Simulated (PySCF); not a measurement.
# boron tribromide (BBr3): electronic excitations at several levels of theory

How much do the electronic excitations of boron tribromide (BBr3) (`BrB(Br)Br`) depend on the level of theory, and what does each level cost?

Programs: PySCF 2.14.0, with density-fitted response routines of our own. Each step states its level of theory. These are calculated values for one molecule in the gas phase, unless marked as measured. Atoms count from 0, in the outputs and in this text.

## 1. The starting structure

4 atoms, charge 0, multiplicity 1; geometry from: GFN2-xTB. The atoms were then displaced at random by about 0.01 Å, so the start is not that level's minimum.

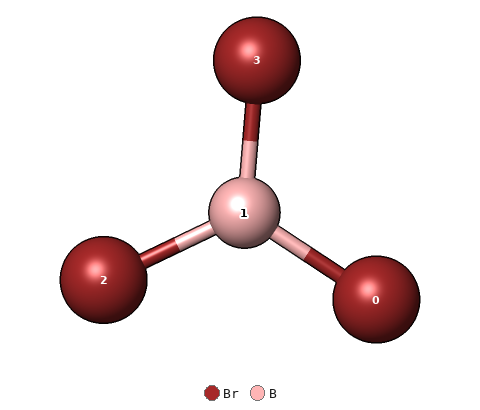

The starting geometry (bromine red, boron pink), atoms numbered.

## 2. Optimising the geometry at PBE0-D3(BJ)/def2-SVP

What the job is given:

```
{"job": {"xc": "PBE0", "basis": "def2-SVP", "d3": "d3bj", "grid": 1, "shake": 0.01, "kind": "geom"}, "charge": 0, "multiplicity": 1}
Br     1.864970    -0.382930    -0.300380
B     -0.002930    -0.003380    -0.225680
Br    -0.670130     1.683320    -0.747410
Br    -1.153910    -1.322390     0.368820
```

The run is started by

```console
> OMP_NUM_THREADS=1 python probes_run.py task.json out
```

The driver reads the jobs from task.json and runs them one after another.

The log of the run:

```text
step   0  E = -7745.54971889  max force = 0.015616
step   1  E = -7745.55075892  max force = 0.006139
step   2  E = -7745.55087352  max force = 0.002254
step   3  E = -7745.55083294  max force = 0.002731
step   4  E = -7745.55091452  max force = 0.000770
step   5  E = -7745.55092492  max force = 0.000400
step   6  E = -7745.55092527  max force = 0.000055
optimisation converged
```

It took 76 s on 1 thread of Arm Neoverse N1, shared host; peak memory 0.47 GiB.

Step by step: (the energy doesn't fall at every step)

| step | energy from step 0 (eV) | largest force component (eV/Å) |
| --- | --- | --- |
| 0 | 0.0000 | 0.8030 |
| 1 | -0.0283 | 0.3157 |
| 2 | -0.0314 | 0.1159 |
| 3 | -0.0303 | 0.1404 |
| 4 | -0.0325 | 0.0396 |
| 5 | -0.0328 | 0.0206 |
| 6 | -0.0328 | 0.0028 |

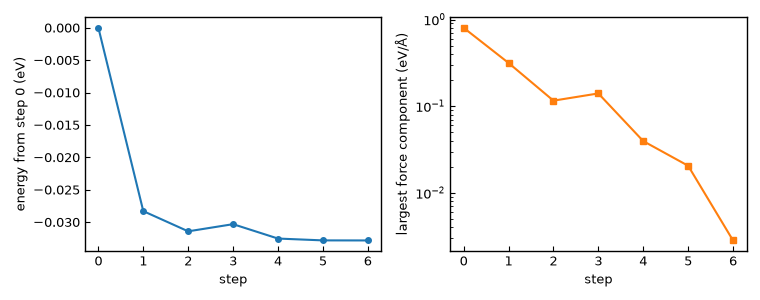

Energy and force, step by step.

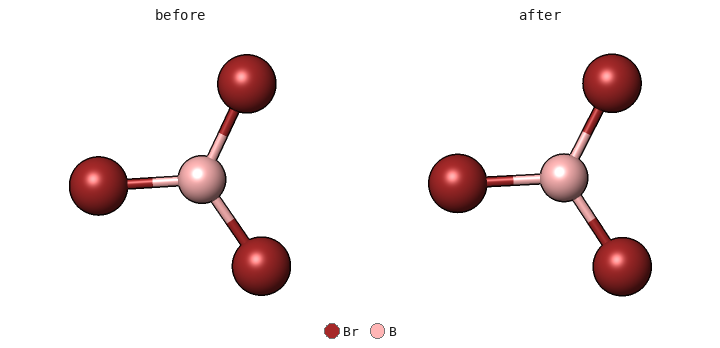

Before and after, at one scale.

Close pairs (by a distance rule), those that changed most:

| bond | before (Å) | after (Å) | change (Å) |
| --- | --- | --- | --- |
| B1–Br3 | 1.849 | 1.899 | +0.050 |
| B1–Br2 | 1.887 | 1.899 | +0.011 |
| Br0–B1 | 1.908 | 1.899 | -0.009 |

The next job starts from the end point, and lists it.

| at the end point | value |
| --- | --- |
| point group (found at 0.08 Å tolerance) | D3h |
| rotational constants (GHz, main isotopes) | 1.185, 1.183, 0.592 |
| dipole moment (D) | 0.00 |

## 3. Excited states and response: B3LYP/def2-SVPD

What the job is given:

```
{"job": {"kind": "uv", "xc": "B3LYP", "basis": "def2-SVPD", "ip": true}, "charge": 0, "multiplicity": 1}
Br     1.836369    -0.358652    -0.252538
B     -0.041937    -0.081412    -0.269942
Br    -0.751450     1.565244    -0.895210
Br    -1.210138    -1.450749     0.335108
```

Method: TDDFT B3LYP/def2-SVPD, vertical, gas phase, core orbitals frozen in the response.

The log of the run:

```text
coarse grid: 27176 points
cycle   1  E = -7746.5380985635  dE = -2.724e+00  |g| = 3.092e-01  |ddm| = 2.858e+00
cycle   2  E = -7746.5033183149  dE =  3.478e-02  |g| = 4.347e-01  |ddm| = 7.727e-01
cycle   3  E = -7746.5564935664  dE = -5.318e-02  |g| = 1.062e-01  |ddm| = 5.637e-01
cycle   4  E = -7746.5589466410  dE = -2.453e-03  |g| = 5.836e-03  |ddm| = 1.005e-01
cycle   5  E = -7746.5589526512  dE = -6.010e-06  |g| = 2.104e-03  |ddm| = 1.127e-02
final grid: 50432 points
cycle   6  E = -7746.5589055383  dE = -1.649e-07  |g| = 2.165e-03  |ddm| = 5.913e-03
cycle   7  E = -7746.5589052133  dE =  3.250e-07  |g| = 2.333e-03  |ddm| = 4.975e-03
cycle   8  E = -7746.5589062380  dE = -1.025e-06  |g| = 6.075e-04  |ddm| = 2.693e-03
cycle   9  E = -7746.5589063388  dE = -1.008e-07  |g| = 2.803e-05  |ddm| = 6.802e-04
cycle  10  E = -7746.5589063390  dE = -2.237e-10  |g| = 9.268e-07  |ddm| = 5.155e-05
converged SCF energy = -7746.5589063390

Static polarisability (au): isotropic 79.306, principal 56.880 90.507 90.530

Singlet excitations
state   eV       nm        f      main configurations
  1   4.5061    275.1   0.00000   H->L 1.00
  2   5.3094    233.5   0.00000   H-3->L 1.00
  3   5.3109    233.5   0.00000   H-4->L 1.00
  4   5.7460    215.8   0.13144   H-1->L 0.95
  5   5.7470    215.7   0.13151   H-2->L 0.95
  6   6.5971    187.9   0.00000   H->L+1 0.97
  7   7.2554    170.9   0.00000   H-1->L+1 0.95
  8   7.2562    170.9   0.00000   H-2->L+1 0.95
  9   7.3007    169.8   0.00000   H->L+2 0.97
 10   7.3529    168.6   0.00000   H-5->L 0.95

Triplet excitations (Tamm-Dancoff, eV): 4.3594 4.9091 4.9102 5.1440
Vertical ionisation energy (delta-SCF) = 10.2330 eV
Vertical electron affinity (delta-SCF) = 0.5027 eV
```

It took 2.7 min on 1 thread of Arm Neoverse N1, shared host; peak memory 0.74 GiB.

Frontier orbitals and where they lie:

| orbital | eV | atoms |
| --- | --- | --- |
| HOMO−3 | -8.90 | Br3 48 %, Br2 22 %, Br0 18 % |
| HOMO−2 | -8.77 | Br3 58 %, Br0 22 %, B1 11 % |
| HOMO−1 | -8.77 | Br2 51 %, Br0 37 %, B1 11 % |
| HOMO | -8.05 | Br2 33 %, Br0 33 %, Br3 33 % |
| LUMO | -2.37 | B1 48 %, Br0 18 %, Br3 18 % |
| LUMO+1 | -0.54 | B1 31 %, Br3 23 %, Br2 23 % |
| LUMO+2 | 0.24 | B1 32 %, Br3 23 %, Br2 23 % |

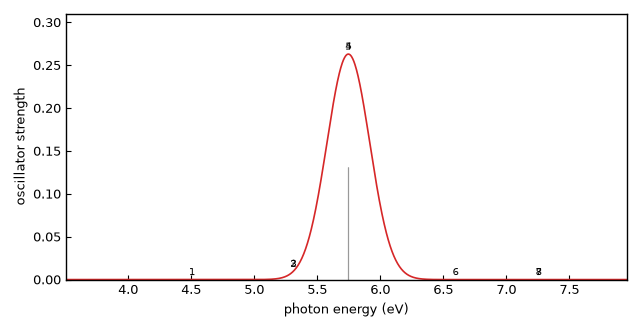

Absorption spectrum from the 10 singlet states computed; above the last one it falls off for lack of states. Lines are broadened to a width of 0.40 eV (Gaussian).

Ground-state properties from the same run:

| property | computed |
| --- | --- |
| dipole moment (D) | 0.00 |
| polarisability (Å³) | 11.75 |
| HOMO–LUMO gap (eV) | 5.68 |
| −ε(HOMO) (eV) | 8.05 |

## 4. TDDFT and polarisability: PBE0/def2-SVPD

What the job is given:

```
{"job": {"kind": "uv", "xc": "PBE0", "basis": "def2-SVPD", "ip": true}, "charge": 0, "multiplicity": 1}
Br     1.836369    -0.358652    -0.252538
B     -0.041937    -0.081412    -0.269942
Br    -0.751450     1.565244    -0.895210
Br    -1.210138    -1.450749     0.335108
```

With the program's defaults for keys left out, this is: TDDFT PBE0/def2-SVPD, vertical, gas phase, core orbitals frozen in the response.

The log of the run:

```text
coarse grid: 27176 points
cycle   1  E = -7745.5321940489  dE = -2.713e+00  |g| = 2.932e-01  |ddm| = 2.989e+00
cycle   2  E = -7745.5009863727  dE =  3.121e-02  |g| = 4.232e-01  |ddm| = 7.773e-01
cycle   3  E = -7745.5531324305  dE = -5.215e-02  |g| = 7.692e-02  |ddm| = 5.339e-01
cycle   4  E = -7745.5542543909  dE = -1.122e-03  |g| = 6.051e-03  |ddm| = 7.085e-02
cycle   5  E = -7745.5542607177  dE = -6.327e-06  |g| = 1.911e-03  |ddm| = 1.112e-02
final grid: 50432 points
cycle   6  E = -7745.5542184611  dE = -2.367e-07  |g| = 1.796e-03  |ddm| = 4.720e-03
cycle   7  E = -7745.5542183060  dE =  1.551e-07  |g| = 1.818e-03  |ddm| = 3.762e-03
cycle   8  E = -7745.5542189391  dE = -6.331e-07  |g| = 4.738e-04  |ddm| = 2.088e-03
cycle   9  E = -7745.5542189998  dE = -6.073e-08  |g| = 2.132e-05  |ddm| = 5.395e-04
cycle  10  E = -7745.5542190000  dE = -1.364e-10  |g| = 8.002e-07  |ddm| = 3.340e-05
converged SCF energy = -7745.5542190000

Static polarisability (au): isotropic 78.309, principal 56.314 89.294 89.318

Singlet excitations
state   eV       nm        f      main configurations
  1   4.6099    269.0   0.00000   H->L 1.00
  2   5.4113    229.1   0.00000   H-3->L 1.00
  3   5.4129    229.1   0.00000   H-4->L 1.00
  4   5.8512    211.9   0.13737   H-1->L 0.95
  5   5.8522    211.9   0.13745   H-2->L 0.95
  6   6.8461    181.1   0.00000   H->L+1 0.94
  7   7.4840    165.7   0.00000   H-1->L+1 0.89
  8   7.4846    165.7   0.00000   H-2->L+1 0.89
  9   7.5013    165.3   0.00000   H-5->L 0.95
 10   7.5489    164.2   0.00000   H->L+2 0.95

Triplet excitations (Tamm-Dancoff, eV): 4.4507 4.9645 4.9656 5.2206
Vertical ionisation energy (delta-SCF) = 10.3456 eV
Vertical electron affinity (delta-SCF) = 0.5666 eV
```

It took 2.5 min on 1 thread of Arm Neoverse N1, shared host; peak memory 0.68 GiB.

This run: HOMO -8.34 eV, LUMO -2.24 eV; lowest singlet 4.61 eV.

## 5. Excited states and response: BHandHLYP/def2-SVPD

What the job is given:

```
{"job": {"kind": "uv", "xc": "BHandHLYP", "basis": "def2-SVPD", "ip": true}, "charge": 0, "multiplicity": 1}
Br     1.836369    -0.358652    -0.252538
B     -0.041937    -0.081412    -0.269942
Br    -0.751450     1.565244    -0.895210
Br    -1.210138    -1.450749     0.335108
```

Level: TDDFT BHandHLYP/def2-SVPD, vertical, gas phase, core orbitals frozen in the response.

The log of the run:

```text
coarse grid: 27176 points
cycle   1  E = -7746.3893303363  dE = -2.657e+00  |g| = 3.632e-01  |ddm| = 2.773e+00
cycle   2  E = -7746.3687587876  dE =  2.057e-02  |g| = 4.694e-01  |ddm| = 9.740e-01
cycle   3  E = -7746.4339732560  dE = -6.521e-02  |g| = 3.705e-02  |ddm| = 5.612e-01
cycle   4  E = -7746.4342068967  dE = -2.336e-04  |g| = 1.015e-02  |ddm| = 4.485e-02
cycle   5  E = -7746.4342290276  dE = -2.213e-05  |g| = 1.768e-03  |ddm| = 1.848e-02
cycle   6  E = -7746.4342297854  dE = -7.577e-07  |g| = 3.113e-04  |ddm| = 2.972e-03
final grid: 50432 points
cycle   7  E = -7746.4341966541  dE = -2.880e-08  |g| = 2.329e-04  |ddm| = 8.152e-04
cycle   8  E = -7746.4341966526  dE =  1.550e-09  |g| = 2.395e-04  |ddm| = 5.083e-04
cycle   9  E = -7746.4341966683  dE = -1.577e-08  |g| = 3.926e-05  |ddm| = 2.795e-04
cycle  10  E = -7746.4341966687  dE = -3.492e-10  |g| = 7.173e-06  |ddm| = 5.083e-05
converged SCF energy = -7746.4341966687

Static polarisability (au): isotropic 75.805, principal 55.447 85.973 85.995

Singlet excitations
state   eV       nm        f      main configurations
  1   5.1688    239.9   0.00000   H->L 0.99
  2   5.9206    209.4   0.00000   H-3->L 0.99
  3   5.9222    209.4   0.00000   H-4->L 0.99
  4   6.3265    196.0   0.14423   H-1->L 0.95
  5   6.3276    195.9   0.14430   H-2->L 0.95
  6   7.2913    170.0   0.00000   H->L+1 0.72, H->L+4 0.15
  7   7.8592    157.8   0.00000   H-1->L+1 0.48, H-2->L+1 0.17, H-1->L+4 0.12
  8   7.8597    157.7   0.00000   H-2->L+1 0.48, H-1->L+1 0.17, H-2->L+4 0.12
  9   7.8980    157.0   0.00000   H->L+4 0.74, H->L+1 0.19
 10   7.9371    156.2   0.00000   H-5->L 0.95

Triplet excitations (Tamm-Dancoff, eV): 5.0203 5.4639 5.4650 5.7310
Vertical ionisation energy (delta-SCF) = 10.6324 eV
Vertical electron affinity (delta-SCF) = 0.4484 eV
```

Run time: 2.2 min. Hardware: 1 thread of Arm Neoverse N1, shared host; peak memory 0.7 GiB.

This run: HOMO -9.44 eV, LUMO -1.20 eV; lowest singlet 5.17 eV.

## 6. Excited states and response: CAM-B3LYP/def2-SVPD

What the job is given:

```
{"job": {"kind": "uv", "xc": "CAM-B3LYP", "basis": "def2-SVPD", "ip": true}, "charge": 0, "multiplicity": 1}
Br     1.836369    -0.358652    -0.252538
B     -0.041937    -0.081412    -0.269942
Br    -0.751450     1.565244    -0.895210
Br    -1.210138    -1.450749     0.335108
```

Method: TDDFT CAM-B3LYP/def2-SVPD, vertical, gas phase, core orbitals frozen in the response.

The log of the run:

```text
coarse grid: 27176 points
cycle   1  E = -7746.7768606741  dE = -2.652e+00  |g| = 4.241e-01  |ddm| = 2.719e+00
cycle   2  E = -7746.7508433996  dE =  2.602e-02  |g| = 5.255e-01  |ddm| = 1.042e+00
cycle   3  E = -7746.8303945846  dE = -7.955e-02  |g| = 6.286e-02  |ddm| = 6.235e-01
cycle   4  E = -7746.8309219490  dE = -5.274e-04  |g| = 1.316e-02  |ddm| = 5.925e-02
cycle   5  E = -7746.8309654436  dE = -4.349e-05  |g| = 2.203e-03  |ddm| = 2.704e-02
cycle   6  E = -7746.8309668641  dE = -1.420e-06  |g| = 4.179e-04  |ddm| = 4.402e-03
final grid: 50432 points
cycle   7  E = -7746.8309106894  dE = -5.261e-08  |g| = 2.999e-04  |ddm| = 1.154e-03
cycle   8  E = -7746.8309106938  dE = -4.322e-09  |g| = 2.602e-04  |ddm| = 5.956e-04
cycle   9  E = -7746.8309107066  dE = -1.283e-08  |g| = 4.524e-05  |ddm| = 2.715e-04
cycle  10  E = -7746.8309107071  dE = -4.857e-10  |g| = 7.828e-06  |ddm| = 6.155e-05
converged SCF energy = -7746.8309107071

Static polarisability (au): isotropic 77.392, principal 56.218 87.967 87.990

Singlet excitations
state   eV       nm        f      main configurations
  1   4.8327    256.6   0.00000   H->L 0.99
  2   5.6149    220.8   0.00000   H-3->L 0.99
  3   5.6165    220.7   0.00000   H-4->L 0.99
  4   6.0307    205.6   0.14174   H-1->L 0.95
  5   6.0317    205.6   0.14182   H-2->L 0.95
  6   7.0532    175.8   0.00000   H->L+1 0.74, H->L+4 0.13
  7   7.6398    162.3   0.00000   H-1->L+1 0.52, H-2->L+1 0.16, H-1->L+4 0.11
  8   7.6403    162.3   0.00000   H-2->L+1 0.52, H-1->L+1 0.16, H-2->L+4 0.11
  9   7.6822    161.4   0.00000   H->L+4 0.78, H->L+1 0.15
 10   7.7270    160.5   0.00000   H-5->L 0.94

Triplet excitations (Tamm-Dancoff, eV): 4.6884 5.1876 5.1887 5.4390
Vertical ionisation energy (delta-SCF) = 10.6202 eV
Vertical electron affinity (delta-SCF) = 0.5635 eV
```

Run time: 3 min. Hardware: 1 thread of Arm Neoverse N1, shared host; peak memory 0.73 GiB.

Key values: HOMO -9.63 eV, LUMO -1.11 eV; lowest singlet 4.83 eV.

## 7. Excited states and response: wB97X-D/def2-SVPD

What the job is given:

```
{"job": {"kind": "uv", "xc": "wB97X-D", "basis": "def2-SVPD", "ip": true}, "charge": 0, "multiplicity": 1}
Br     1.836369    -0.358652    -0.252538
B     -0.041937    -0.081412    -0.269942
Br    -0.751450     1.565244    -0.895210
Br    -1.210138    -1.450749     0.335108
```

With the program's defaults for keys left out, this is: TDDFT wB97X-D/def2-SVPD, vertical, gas phase, core orbitals frozen in the response.

The log of the run:

```text
coarse grid: 27176 points
cycle   1  E = -7746.5788755991  dE = -2.644e+00  |g| = 4.393e-01  |ddm| = 2.788e+00
cycle   2  E = -7746.5713000628  dE =  7.576e-03  |g| = 5.019e-01  |ddm| = 1.091e+00
cycle   3  E = -7746.6437589816  dE = -7.246e-02  |g| = 4.427e-02  |ddm| = 5.993e-01
cycle   4  E = -7746.6440636300  dE = -3.046e-04  |g| = 1.472e-02  |ddm| = 5.784e-02
cycle   5  E = -7746.6441228803  dE = -5.925e-05  |g| = 2.024e-03  |ddm| = 3.218e-02
cycle   6  E = -7746.6441250927  dE = -2.212e-06  |g| = 4.441e-04  |ddm| = 5.993e-03
final grid: 50432 points
cycle   7  E = -7746.6440991812  dE = -4.912e-07  |g| = 8.725e-04  |ddm| = 3.342e-03
cycle   8  E = -7746.6440992245  dE = -4.334e-08  |g| = 7.043e-04  |ddm| = 1.413e-03
cycle   9  E = -7746.6440992802  dE = -5.565e-08  |g| = 7.066e-05  |ddm| = 7.172e-04
cycle  10  E = -7746.6440992825  dE = -2.277e-09  |g| = 4.285e-05  |ddm| = 1.239e-04
cycle  11  E = -7746.6440992834  dE = -9.641e-10  |g| = 4.195e-06  |ddm| = 9.529e-05
converged SCF energy = -7746.6440992834

Static polarisability (au): isotropic 77.625, principal 56.566 88.141 88.169

Singlet excitations
state   eV       nm        f      main configurations
  1   4.8525    255.5   0.00000   H->L 0.99
  2   5.6438    219.7   0.00000   H-3->L 0.99
  3   5.6473    219.5   0.00000   H-4->L 0.99
  4   6.0499    204.9   0.14341   H-1->L 0.94
  5   6.0503    204.9   0.14335   H-2->L 0.94
  6   7.1809    172.7   0.00000   H->L+1 0.67, H->L+4 0.19
  7   7.6859    161.3   0.00000   H-5->L 0.95
  8   7.7560    159.9   0.00000   H-1->L+1 0.60, H-1->L+4 0.18
  9   7.7571    159.8   0.00000   H-2->L+1 0.61, H-2->L+4 0.18
 10   7.8579    157.8   0.00000   H->L+4 0.73, H->L+1 0.18

Triplet excitations (Tamm-Dancoff, eV): 4.7149 5.2202 5.2211 5.4785
Vertical ionisation energy (delta-SCF) = 10.5902 eV
Vertical electron affinity (delta-SCF) = 0.5237 eV
```

Wall time 3 min (1 thread of Arm Neoverse N1, shared host); peak memory 0.72 GiB.

This run: HOMO -10.20 eV, LUMO -0.48 eV; lowest singlet 4.85 eV.

## 8. Excited states and response: LC-wPBE/def2-SVPD

What the job is given:

```
{"job": {"kind": "uv", "xc": "LC-wPBE", "basis": "def2-SVPD", "ip": true}, "charge": 0, "multiplicity": 1}
Br     1.836369    -0.358652    -0.252538
B     -0.041937    -0.081412    -0.269942
Br    -0.751450     1.565244    -0.895210
Br    -1.210138    -1.450749     0.335108
```

With the program's defaults for keys left out, this is: TDDFT LC-wPBE/def2-SVPD, vertical, gas phase, core orbitals frozen in the response.

The log of the run:

```text
coarse grid: 27176 points
cycle   1  E = -7745.3041532345  dE = -2.591e+00  |g| = 5.165e-01  |ddm| = 2.838e+00
cycle   2  E = -7745.3207420484  dE = -1.659e-02  |g| = 4.804e-01  |ddm| = 1.090e+00
cycle   3  E = -7745.3854545410  dE = -6.471e-02  |g| = 5.750e-02  |ddm| = 5.844e-01
cycle   4  E = -7745.3860669800  dE = -6.124e-04  |g| = 1.962e-02  |ddm| = 7.423e-02
cycle   5  E = -7745.3861888709  dE = -1.219e-04  |g| = 2.094e-03  |ddm| = 4.444e-02
cycle   6  E = -7745.3861923736  dE = -3.503e-06  |g| = 4.088e-04  |ddm| = 8.270e-03
final grid: 50432 points
cycle   7  E = -7745.3861872169  dE = -1.244e-07  |g| = 2.289e-04  |ddm| = 1.760e-03
cycle   8  E = -7745.3861872334  dE = -1.648e-08  |g| = 1.830e-04  |ddm| = 4.974e-04
cycle   9  E = -7745.3861872393  dE = -5.848e-09  |g| = 3.282e-05  |ddm| = 2.198e-04
cycle  10  E = -7745.3861872403  dE = -1.079e-09  |g| = 1.428e-05  |ddm| = 1.332e-04
cycle  11  E = -7745.3861872404  dE = -6.003e-11  |g| = 2.007e-06  |ddm| = 2.418e-05
converged SCF energy = -7745.3861872404

Static polarisability (au): isotropic 75.365, principal 55.241 85.415 85.437

Singlet excitations
state   eV       nm        f      main configurations
  1   5.1284    241.8   0.00000   H->L 0.99
  2   5.8534    211.8   0.00000   H-3->L 0.98
  3   5.8551    211.8   0.00000   H-4->L 0.98
  4   6.2867    197.2   0.15295   H-1->L 0.95
  5   6.2878    197.2   0.15304   H-2->L 0.95
  6   7.5401    164.4   0.00000   H->L+1 0.41, H->L+4 0.28, H->L+10 0.13
  7   8.0367    154.3   0.00000   H-5->L 0.93
  8   8.0544    153.9   0.00000   H-2->L+1 0.23, H-1->L+1 0.15, H-2->L+4 0.15
  9   8.0551    153.9   0.00000   H-1->L+1 0.23, H-2->L+1 0.15, H-1->L+4 0.15
 10   8.1733    151.7   0.11280   H-3->L+1 0.26, H-3->L+4 0.17, H->L+2 0.11

Triplet excitations (Tamm-Dancoff, eV): 4.9765 5.3986 5.3998 5.6408
Vertical ionisation energy (delta-SCF) = 11.0398 eV
Vertical electron affinity (delta-SCF) = 0.7327 eV
```

It took 3.8 min on 1 thread of Arm Neoverse N1, shared host; peak memory 0.56 GiB.

This run: HOMO -11.05 eV, LUMO -0.11 eV; lowest singlet 5.13 eV.

## 9. Excited states and response: PBE0/6-31G*

What the job is given:

```
{"job": {"kind": "uv", "xc": "PBE0", "basis": "6-31G*"}, "charge": 0, "multiplicity": 1}
Br     1.836369    -0.358652    -0.252538
B     -0.041937    -0.081412    -0.269942
Br    -0.751450     1.565244    -0.895210
Br    -1.210138    -1.450749     0.335108
```

Method: TDDFT PBE0/6-31G*, vertical, gas phase, core orbitals frozen in the response.

The log of the run:

```text
coarse grid: 27176 points
cycle   1  E = -7745.5463630226  dE = -2.639e+00  |g| = 2.897e-01  |ddm| = 2.398e+00
cycle   2  E = -7745.5097382853  dE =  3.662e-02  |g| = 4.562e-01  |ddm| = 7.886e-01
cycle   3  E = -7745.5708599419  dE = -6.112e-02  |g| = 4.974e-02  |ddm| = 5.014e-01
cycle   4  E = -7745.5712388151  dE = -3.789e-04  |g| = 4.723e-03  |ddm| = 4.353e-02
cycle   5  E = -7745.5712442166  dE = -5.401e-06  |g| = 5.871e-04  |ddm| = 6.895e-03
final grid: 50432 points
cycle   6  E = -7745.5711880803  dE = -4.002e-08  |g| = 5.090e-04  |ddm| = 1.448e-03
cycle   7  E = -7745.5711880820  dE = -1.684e-09  |g| = 4.569e-04  |ddm| = 8.489e-04
cycle   8  E = -7745.5711881093  dE = -2.732e-08  |g| = 9.379e-05  |ddm| = 4.284e-04
cycle   9  E = -7745.5711881118  dE = -2.423e-09  |g| = 5.671e-06  |ddm| = 1.022e-04
cycle  10  E = -7745.5711881118  dE = -3.638e-11  |g| = 6.173e-07  |ddm| = 1.133e-05
converged SCF energy = -7745.5711881118

Static polarisability (au): isotropic 60.281, principal 33.905 73.450 73.488

Singlet excitations
state   eV       nm        f      main configurations
  1   4.6911    264.3   0.00000   H->L 1.00
  2   5.4702    226.7   0.00000   H-3->L 1.00
  3   5.4718    226.6   0.00000   H-4->L 1.00
  4   5.9460    208.5   0.15139   H-1->L 0.96
  5   5.9470    208.5   0.15145   H-2->L 0.95
  6   7.0414    176.1   0.00000   H->L+1 0.98
  7   7.5768    163.6   0.00000   H-5->L 0.95
  8   7.6829    161.4   0.00000   H-1->L+1 0.94
  9   7.6836    161.4   0.00000   H-2->L+1 0.94
 10   7.9827    155.3   0.07291   H-3->L+1 0.94

Triplet excitations (Tamm-Dancoff, eV): 4.5324 5.0366 5.0376 5.2817
```

Wall time 19 s (1 thread of Arm Neoverse N1, shared host); peak memory 0.52 GiB.

This run: HOMO -8.30 eV, LUMO -2.10 eV; lowest singlet 4.69 eV.

[end of part 1 of 2]
